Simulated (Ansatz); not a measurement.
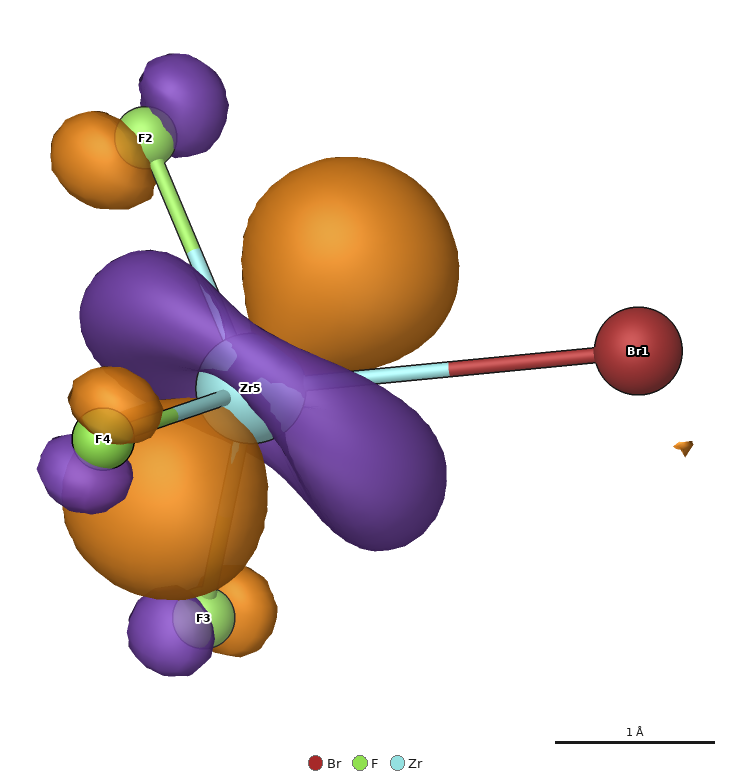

The picture shows: BrF$_{3}$Zr (SMILES [F][Zr]([F])([F])[Br]). The LUMO at ±0.2 Å⁻³ᐟ² (orange and purple are the two phases), seen at a tilt.

Geometry: PBE0-D4/def2-SVP; core potentials replace the inner electrons of Zr.

These are results of isolated molecule in a Gaussian basis; Kohn-Sham density functional theory, functional PBE0 in Ansatz, not measurements.

```yaml
atoms:
  - { symbol: Br, position_ang: [-1.1960, -1.2252, -1.6707] }
  - { symbol: F, position_ang: [-0.7644, -0.1693, 1.7519] }
  - { symbol: F, position_ang: [1.8391, -0.5995, 0.1764] }
  - { symbol: F, position_ang: [0.1044, 1.8781, -0.3691] }
  - { symbol: Zr, position_ang: [0.0667, 0.0422, 0.0699] }
```

**Describe this orbital and give its energy.**

It lies mainly on Zr5 (about 70 %) and Br1 (about 15 %). It is one of a degenerate set, so its orientation is arbitrary. Its energy is −1.91 eV.
